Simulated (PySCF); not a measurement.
System: C$_{5}$H$_{5}$F$_{3}$O (SMILES CC(=O)/C(F)=C/C(F)F).

Input file:

```
{"job": {"kind": "nmr", "xc": "PBE0", "basis": "pcSseg-1"}, "charge": 0, "multiplicity": 1}
C     -2.509532     0.315352     0.170212
C     -1.338395    -0.526517    -0.229337
O     -1.410948    -1.620329    -0.728590
C     -0.002882     0.096421     0.040924
F     -0.039881     1.317148     0.605358
C      1.155719    -0.490534    -0.243818
C      2.495997     0.121148     0.025979
F      3.214509    -0.671422     0.859305
F      3.213874     0.208824    -1.120703
H     -2.472804     1.268641    -0.355278
H     -3.435854    -0.201853    -0.060801
H     -2.457426     0.528464     1.237030
H      1.145772    -1.471514    -0.694688
H      2.441173     1.125696     0.472241
```

Command:

```sh
OMP_NUM_THREADS=1 python probes_run.py task.json out
```

Geometry: GFN2-xTB.

Theory: PBE0/pcSseg-1, SCF density, gas phase, non-relativistic in PySCF 2.14.0.

**What can the converged electron density and electron localisation function tell about the bonding?**

C–O (1.20 Å): the density is about 3.3 e/Å³ at the midpoint; the ELF peaks at about 0.85 between the atoms: a multiple bond.
C–C (1.33 Å): the density is about 2.3 e/Å³ at the midpoint; the ELF peaks at about 0.95 between the atoms; a multiple bond.
C–F (1.35 Å): ρ at the midpoint is about 2.3 e/Å³, with its minimum of 1.8 e/Å³ about 0.5 Å from C; the ELF peaks at about 0.85 between the atoms; a polar covalent bond.
C–H (1.08 Å): ρ at the midpoint is about 2.1 e/Å³; the ELF climbs to about 1 towards the hydrogen, as it does in any bond to H (a covalent bond by its length).

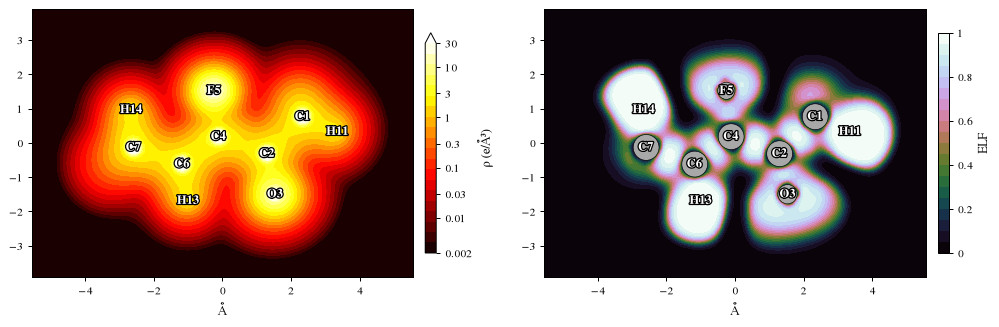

Computed electron density and electron localisation function on the plane of atoms F5, C4 and C6, in this order. Grey discs cover the atomic cores in the ELF map. 
